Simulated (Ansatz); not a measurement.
## WSF4: one change and its effect

System: WSF4, SMILES [F][W]([F])([F])([F])=[S].
Method of run A: RKS PBE0-D4/def2-TZVPP (Ansatz 0.2.0).

The geometry comes from this level: PBE0-D4/def2-TZVP. Text and figures count atoms from 1; the logs count them from 0 in places.

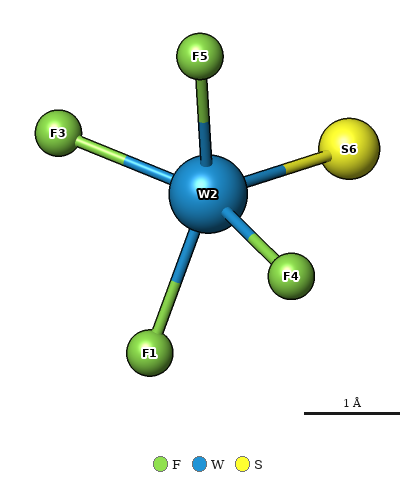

The input geometry (ball-and-stick view, seen at a tilt; atoms are numbered from 1 in the order of the input). Sticks mark near contacts. Bond lengths as drawn: F–W 1.85 Å and S–W 2.09 Å.

Input, run A:
```yaml
crystal:
  periodic: [false, false, false]
  atoms:
    - {symbol: F, position_ang: [-0.752769, -1.555048, 0.668625]}
    - {symbol: W, position_ang: [0.007003, -0.014331, -0.010689]}
    - {symbol: F, position_ang: [1.552070, -0.558180, 0.843428]}
    - {symbol: F, position_ang: [-1.177413, -0.207933, -1.415046]}
    - {symbol: F, position_ang: [1.127475, 0.788819, -1.240316]}
    - {symbol: S, position_ang: [-0.756366, 1.546672, 1.153999]}
basis:
  gaussian: {orbitals: def2-TZVPP}
hamiltonian: {xc: pbe0, dispersion: d4}
output: {orbitals: {seedname: orbitals}}
```

Hardware: 4 CPU threads, shared host.

Output (run A):
```
Functional definition: PBE0
  parameter a = 0.25
  parameter kappa = 0.804
  parameter beta = 0.06672455060314922
  exchange = (1 - a)*pbe_x(kappa = kappa, mu = beta*pi^2/3) + a*exact_x
  correlation = pbe_c(beta = beta)
1339 factors; their error is unknown
mean field evaluation 1: about -23517.8711 eV, gradient 7.5e1 eV
mean field evaluation 2: about -23453.3661 eV, gradient 2.1e2 eV
mean field evaluation 4: about -23525.7786 eV, gradient 1.9e1 eV
mean field evaluation 8: about -23526.6986 eV, gradient 1.5e-1 eV
mean field evaluation 16: about -23526.7643 eV, gradient 7.0e-5 eV
mean field -23526.76434875 eV, -864.5926428029 hartree, gradient 7.7e-5 eV, S^2 0.000000; 0 other end points of the search recorded, 0 dependent functions left out
reference -23526.76437796 eV, -864.5926438766 hartree; 33, 33 occupied and 189, 189 virtual orbitals, 1339 factors
Total energy: -23526.90826596 eV, -864.5979316628 hartree
```

Run B used a changed input.

The two runs side by side:

| quantity | run A | run B |
| --- | --- | --- |
| outcome | converged | converged |
| total energy (hartree) | −864.597932 | −863.938875 |
| HOMO (eV) | −9.44 | −9.54 |
| LUMO (eV) | −3.66 | −3.86 |
| basis functions | 222 | 106 |
| wall time (shared host) | 2 s | 1 s |

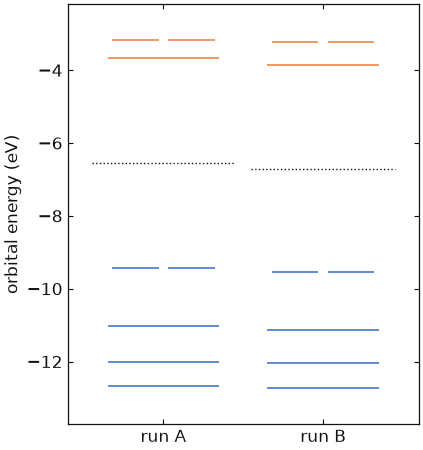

The five highest filled and three lowest empty orbital energies of the two runs; the dotted lines part filled from empty levels. The HOMO–LUMO gap is 5.78 eV in run A and 5.68 eV in run B.

What was changed in the input?

The change (lines with − go, lines with + come):
```diff
-  gaussian: {orbitals: def2-TZVPP}
+  gaussian: {orbitals: def2-SVP}
```

The total energy of run B is 413.6 kcal/mol higher, which measures the change of basis and not a stability. The HOMO goes from −9.44 to −9.54 eV. The LUMO goes from −3.66 to −3.86 eV. The basis functions go from 222 to 106.

Output (run B):
```
Functional definition: PBE0
  parameter a = 0.25
  parameter kappa = 0.804
  parameter beta = 0.06672455060314922
  exchange = (1 - a)*pbe_x(kappa = kappa, mu = beta*pi^2/3) + a*exact_x
  correlation = pbe_c(beta = beta)
979 factors; integrals over basis functions are off by at most 7.2e-4 eV
mean field evaluation 1: about -23500.1628 eV, gradient 6.9e1 eV
mean field evaluation 2: about -23438.2276 eV, gradient 2.0e2 eV
mean field evaluation 4: about -23508.1159 eV, gradient 1.4e1 eV
mean field evaluation 8: about -23508.8295 eV, gradient 7.1e-1 eV
mean field evaluation 16: about -23508.8305 eV, gradient 1.3e-4 eV
mean field -23508.83046909 eV, -863.9335848815 hartree, gradient 1.7e-5 eV, S^2 0.000000; 0 other end points of the search recorded, 0 dependent functions left out
reference -23508.83051980 eV, -863.9335867450 hartree; 33, 33 occupied and 73, 73 virtual orbitals, 979 factors
Total energy: -23508.97440779 eV, -863.9388745313 hartree
```
